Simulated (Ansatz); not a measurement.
# UB2PLYP/cc-pVTZ run of CF (SMILES [C]F)

Aim: the electronic atomisation energy of CF at UB2PLYP/cc-pVTZ, from 3 runs. 

Program for the calculation: Ansatz 0.2.0.

36 further runs of the same task are left out: 36 set aside as unsound or not needed.

**1. The structure to begin with**

CF: 2 atoms, total charge 0, spin state doublet. SMILES: `[C]F`. Geometry: relaxed at PBE0-D4/def2-TZVP.

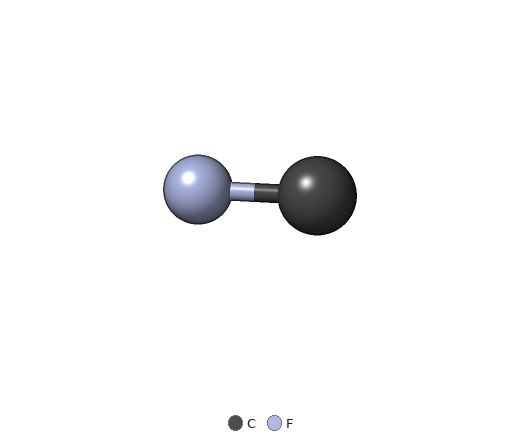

The structure, seen from a chosen angle (carbon dark grey, fluorine light blue).

**2. The energy at UB2PLYP/cc-pVTZ**

input.yaml

```yaml
crystal:
  periodic: [false, false, false]
  atoms:
    - {symbol: C, position_ang: [-0.000000, 0.000000, 0.003080]}
    - {symbol: F, position_ang: [0.000000, -0.000000, 1.271320]}
basis:
  gaussian: {orbitals: cc-pVTZ}
magnetization: {spin_polarized: true, initial_magnetization: 1}
hamiltonian: {xc: {name: B2PLYP}}
correlation: {frozen_orbitals: {C: 1, F: 1}}
accuracy: high
output: {orbitals: {seedname: orbitals}}
```

On the command line:

```
$ ansatz run input.yaml --threads 1 --pin off --max-ram 3480MiB --events-out events.jsonl --progress --plain --runs-dir runs
```

Output:

```text
Warning: RAYON_NUM_THREADS=1 ignored (pool sized by the plan → 1); use --threads N
Functional definition: B2PLYP
  name "B2PLYP"
  parameter a = 0.53
  parameter c = 0.27
  exchange = (1 - a)*b88_x + a*exact_x
  correlation = (1 - c)*lyp_c + c*(mp2_os + mp2_ss)
854 factors; integrals over basis functions are off by at most 2.9e-9 eV
mean field evaluation 1: about -3744.8172 eV, gradient 1.1e1 eV
mean field evaluation 2: about -3744.8202 eV, gradient 1.1e1 eV
mean field evaluation 4: about -3745.2113 eV, gradient 2.3e0 eV
mean field evaluation 8: about -3745.2362 eV, gradient 3.5e-2 eV
mean field evaluation 16: about -3745.2362 eV, gradient 1.8e-5 eV
mean field -3745.23621978 eV, -137.6348924648 hartree, gradient 3.9e-8 eV, S^2 0.756195; 0 other end points of the search recorded, 0 dependent functions left out
2 core orbitals not correlated: weight in the atoms' cores, before any rotation towards them, 1.000 or more for the frozen orbitals, at most 0.000 for the correlated occupied ones
reference -3745.23623454 eV, -137.6348930072 hartree; 6, 5 occupied and 52, 53 virtual orbitals, 854 factors
second order -11.60596354 eV of doubles, -0.00000000 eV of singles
Total energy: -3748.36984470 eV, -137.7500510563 hartree
```

Wall time 2.2 s (1 thread of Arm Neoverse V1, shared host); peak memory 0.13 GiB.

**3. The C atom, same level**

run.yaml

```yaml
basis:
  gaussian:
    orbitals: cc-pVTZ
crystal:
  periodic: [false, false, false]
  atoms:
    - {symbol: C, position_ang: [0.000000, 0.000000, 0.000000]}
magnetization:
  spin_polarized: true
  initial_magnetization: 2
hamiltonian:
  xc: {name: B2PLYP}
correlation:
  frozen_orbitals: {C: 1}
accuracy: high
```

On the command line:

```
$ ansatz run run.yaml --threads 1 --pin off --max-ram 3480MiB --events-out events.jsonl --progress --plain --runs-dir runs
```

Output (excerpt; [...] marks lines left out):

```text
Warning: RAYON_NUM_THREADS=1 ignored (pool sized by the plan → 1); use --threads N
Functional definition: B2PLYP
  name "B2PLYP"
[...]
301 factors; integrals over basis functions are off by at most 2.3e-9 eV
[...]
mean field -1028.69922618 eV, -37.8039992847 hartree, gradient 6.8e-8 eV, S^2 2.005069; 0 other end points of the search recorded, 0 dependent functions left out
1 core orbitals not correlated: weight in the atoms' cores, before any rotation towards them, 1.000 or more for the frozen orbitals, at most 0.000 for the correlated occupied ones
reference -1028.69924031 eV, -37.8039998041 hartree; 3, 1 occupied and 26, 28 virtual orbitals, 301 factors
second order -2.24813780 eV of doubles, -0.00000000 eV of singles
Total energy: -1029.30623752 eV, -37.8263065400 hartree
```

Wall time 0.46 s (1 thread of Arm Neoverse V1, shared host).

**4. The F atom**

in.yaml

```yaml
crystal:
  periodic: [false, false, false]
  atoms:
    - {symbol: F, position_ang: [0.000000, 0.000000, 0.000000]}
basis:
  gaussian:
    orbitals: cc-pVTZ
hamiltonian:
  xc: {name: B2PLYP}
accuracy: high
correlation:
  frozen_orbitals: {F: 1}
magnetization:
  spin_polarized: true
  initial_magnetization: 1
```

On the command line:

```
$ ansatz run in.yaml --threads 1 --pin off --max-ram 3480MiB --events-out events.jsonl --progress --plain --runs-dir runs
```

Output (excerpt; [...] marks lines left out):

```text
Warning: RAYON_NUM_THREADS=1 ignored (pool sized by the plan → 1); use --threads N
Functional definition: B2PLYP
  name "B2PLYP"
[...]
299 factors; integrals over basis functions are off by at most 2.7e-9 eV
[...]
mean field -2711.61957880 eV, -99.6501815190 hartree, gradient 4.9e-8 eV, S^2 0.752039; 0 other end points of the search recorded, 0 dependent functions left out
1 core orbitals not correlated: weight in the atoms' cores, before any rotation towards them, 1.000 or more for the frozen orbitals, at most 0.000 for the correlated occupied ones
reference -2711.61958588 eV, -99.6501817793 hartree; 4, 3 occupied and 25, 26 virtual orbitals, 299 factors
second order -6.24461685 eV of doubles, -0.00000000 eV of singles
Total energy: -2713.30563243 eV, -99.7121428472 hartree
```

Wall time 0.5 s (1 thread of Arm Neoverse V1, shared host).

**5. Outcome**

Level: UB2PLYP/cc-pVTZ, 2 core orbitals frozen.

```
                                                          quantity          value
                                            molecule: total energy  -137.75005 Eh
molecule: HOMO energy (SCF part's orbitals) (highest over α and β)       -7.88 eV
 molecule: LUMO energy (SCF part's orbitals) (lowest over α and β)       -0.86 eV
                                                    molecule: ⟨S²⟩          0.756
                                              C atom: total energy   -37.82631 Eh
                                                      C atom: ⟨S²⟩          2.005
                                              F atom: total energy   -99.71214 Eh
                                                      F atom: ⟨S²⟩          0.752
                                     electronic atomisation energy       5.758 eV
```

In words: Taking the molecule apart into free atoms costs 5.76 eV (133 kcal/mol), before zero-point energy and without spin-orbit coupling.
